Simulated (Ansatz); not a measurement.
**GaBr (SMILES [Ga][Br]): levels of theory compared**

Wanted: a comparison of 6 runs (HF/STO-3G, BLYP/STO-3G, PBE/STO-3G, UMP2/STO-3G, CCSD(T)/STO-3G, FCI/STO-3G) of GaBr. 

The results are computed with Ansatz 0.2.0.

42 further runs of the same task are left out: 21 that didn't finish, 21 set aside as unsound or not needed.

### Step 1. The structure to begin with

GaBr has 2 atoms, charge 0, and is taken as a singlet. SMILES: `[Ga][Br]`. The Br2–Ga1 distance was set to 4.749 Å, away from the relaxed value.

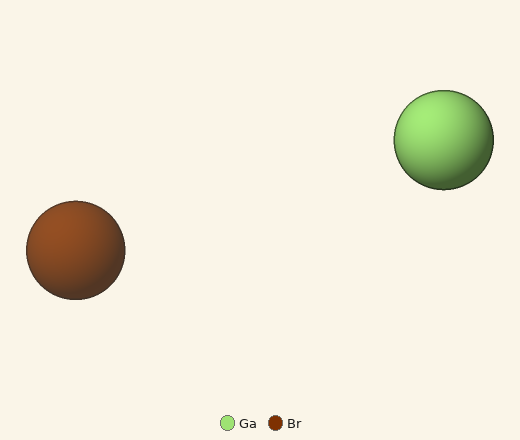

The structure, seen from a chosen angle (gallium green, bromine brown).

### Step 2. The energy at HF/STO-3G (run 1)

File job.yaml:

```yaml
crystal:
  periodic: [false, false, false]
  atoms:
    - {symbol: Ga, position_ang: [-0.000000, -0.000000, -2.360480]}
    - {symbol: Br, position_ang: [0.000000, 0.000000, 2.388120]}
basis:
  gaussian:
    orbitals: STO-3G
hamiltonian:
  xc: hf
accuracy: high
```

Command:

```console
$ ansatz run job.yaml --threads 1 --pin off --max-ram 3480MiB --events-out events.jsonl --progress --plain --runs-dir runs
```

The program printed:

```text
Warning: RAYON_NUM_THREADS=1 ignored (pool sized by the plan → 1); use --threads N
Functional definition: HF
  name "HF"
  exchange = exact_x
  correlation = 0
383 factors; integrals over basis functions are off by at most 4.7e-9 eV
mean field evaluation 1: about -120961.7618 eV, gradient 2.6e0 eV
mean field evaluation 2: about -120961.7838 eV, gradient 2.6e0 eV
mean field evaluation 4: about -120962.3996 eV, gradient 8.3e-1 eV
mean field evaluation 8: about -120962.4312 eV, gradient 1.5e-1 eV
mean field evaluation 16: about -120962.8377 eV, gradient 1.6e0 eV
mean field evaluation 32: about -120962.8732 eV, gradient 1.2e-2 eV
mean field evaluation 64: about -120944.5366 eV, gradient 1.4e1 eV
mean field evaluation 96: about -120951.4398 eV, gradient 1.5e0 eV
mean field evaluation 128: about -120962.6934 eV, gradient 3.1e0 eV
mean field -120962.87409886 eV, -4445.3036315521 hartree, gradient 2.2e-8 eV, S^2 0.000000; 4 other end points of the search recorded, 0 dependent functions left out
reference -120962.87409886 eV, -4445.3036315521 hartree; 33, 33 occupied and 3, 3 virtual orbitals, 383 factors
Total energy: -120962.87409886 eV, -4445.3036315521 hartree
```

Run time: 1.3 s. Hardware: 1 thread of Arm Neoverse V2, shared host.

### Step 3. The energy at BLYP/STO-3G (run 2)

File run.yaml:

```yaml
crystal:
  periodic: [false, false, false]
  atoms:
    - {symbol: Ga, position_ang: [-0.000000, -0.000000, -2.360480]}
    - {symbol: Br, position_ang: [0.000000, 0.000000, 2.388120]}
basis:
  gaussian:
    orbitals: STO-3G
hamiltonian:
  xc: {name: BLYP}
accuracy: high
```

Command:

```console
$ ansatz run run.yaml --threads 1 --pin off --max-ram 3480MiB --events-out events.jsonl --progress --plain --runs-dir runs
```

The program printed:

```text
Warning: RAYON_NUM_THREADS=1 ignored (pool sized by the plan → 1); use --threads N
Functional definition: BLYP
  name "BLYP"
  parameter beta = 0.0042
  parameter a = 0.04918
  parameter b = 0.132
  parameter c = 0.2533
  parameter d = 0.349
  exchange = b88_x(beta = beta)
  correlation = lyp_c(a = a, b = b, c = c, d = d)
383 factors; integrals over basis functions are off by at most 4.7e-9 eV
mean field evaluation 1: about -120716.4138 eV, gradient 2.4e1 eV
mean field evaluation 2: about -120807.5190 eV, gradient 2.0e1 eV
mean field evaluation 4: about -121021.5345 eV, gradient 3.0e1 eV
mean field evaluation 8: about -121022.1039 eV, gradient 2.0e1 eV
mean field evaluation 16: about -121031.5572 eV, gradient 7.8e-1 eV
mean field evaluation 32: about -121031.6812 eV, gradient 1.3e-2 eV
mean field evaluation 64: about -120765.3412 eV, gradient 1.7e2 eV
mean field evaluation 96: about -121031.5168 eV, gradient 9.9e-1 eV
mean field evaluation 128: about -121031.5920 eV, gradient 3.8e0 eV
mean field evaluation 160: about -121031.6807 eV, gradient 3.5e-4 eV
mean field evaluation 192: about -120925.2188 eV, gradient 1.1e2 eV
mean field evaluation 224: about -121031.6844 eV, gradient 6.7e-2 eV
mean field evaluation 256: about -121031.6573 eV, gradient 2.1e-2 eV
mean field evaluation 288: about -121031.6578 eV, gradient 1.9e-1 eV
mean field evaluation 320: about -121031.6631 eV, gradient 3.3e-2 eV
mean field evaluation 352: about -121031.6632 eV, gradient 5.3e-4 eV
mean field evaluation 384: about -121030.1485 eV, gradient 1.7e1 eV
mean field evaluation 416: about -121031.6627 eV, gradient 1.3e-2 eV
mean field evaluation 448: about -121031.6859 eV, gradient 3.5e-3 eV
mean field -121031.68585139 eV, -4447.8324168156 hartree, gradient 2.2e-8 eV, S^2 0.000000; 13 other end points of the search recorded, 0 dependent functions left out
reference -121031.68589212 eV, -4447.8324183120 hartree; 33, 33 occupied and 3, 3 virtual orbitals, 383 factors
Total energy: -121031.68589212 eV, -4447.8324183120 hartree
```

It took 51 s on 1 thread of Arm Neoverse V2, shared host; peak memory 0.091 GiB.

Runs 3 to 5 aren't shown in full; the table further down has their settings and results.

### Step 4. The energy at FCI/STO-3G (run 6)

File molecule.yaml:

```yaml
crystal:
  periodic: [false, false, false]
  atoms:
    - {symbol: Ga, position_ang: [-0.000000, -0.000000, -2.360480]}
    - {symbol: Br, position_ang: [0.000000, 0.000000, 2.388120]}
basis:
  gaussian:
    orbitals: STO-3G
magnetization:
  spin_polarized: false
correlation:
  method: fci
  frozen_orbitals: {Br: 9, Ga: 9}
accuracy: high
```

Command:

```console
$ ansatz run molecule.yaml --threads 1 --pin off --max-ram 3480MiB --events-out events.jsonl --progress --plain --runs-dir runs
```

The program printed:

```text
Warning: RAYON_NUM_THREADS=1 ignored (pool sized by the plan → 1); use --threads N
[... 36 lines left out ...]
18 core orbitals not correlated: weight in the atoms' cores, before any rotation towards them, 1.000 or more for the frozen orbitals, at most 0.000 for the correlated occupied ones
[... 2 lines left out ...]
Total energy: -120970.78851159 eV, -4445.5944808556 hartree
```

It took 22 s on 1 thread of Arm Neoverse V2, shared host; peak memory 0.12 GiB.

### Step 5. All runs side by side

```
run           level  frozen core orbitals   energy (Eh)  wall time
  1       HF/STO-3G                     –  -4445.303632      1.3 s
  2     BLYP/STO-3G                     –  -4447.832418       51 s
  3      PBE/STO-3G                     –  -4447.233454       45 s
  4     UMP2/STO-3G                    18  -4445.595652       15 s
  5  CCSD(T)/STO-3G                    18  -4445.749284      8.4 s
  6      FCI/STO-3G                    18  -4445.594481       22 s
```

### Step 6. Outcome

| quantity | value |
| --- | --- |
| run 6: total energy | -4445.59448 Eh |
| run 6: correlation energy (18 core orbitals frozen) | -290.8 mEh |

Against full CI in this basis: HF +290.8 mEh; UMP2 -1.2 mEh; CCSD(T) -154.8 mEh. Totals of different functionals can't be ranked against each other. In run 5 the T1 diagnostic is large, so a single reference may not serve. In run 5 the log says that unrestricted orbitals would lower the reference, so the values rest on an unstable closed-shell determinant (other closed-shell runs at this shape may share the fault). In runs 1, 2, 3, 4, 5, 6 the basis is minimal, so the values are rough. Spin contamination of the reference: run 4 ⟨S²⟩ = 2.00. Where it is this large, the reference is a mixture of spin states, and values that rest on it are in doubt. All runs together took 2.4 min, the longest 51 s.
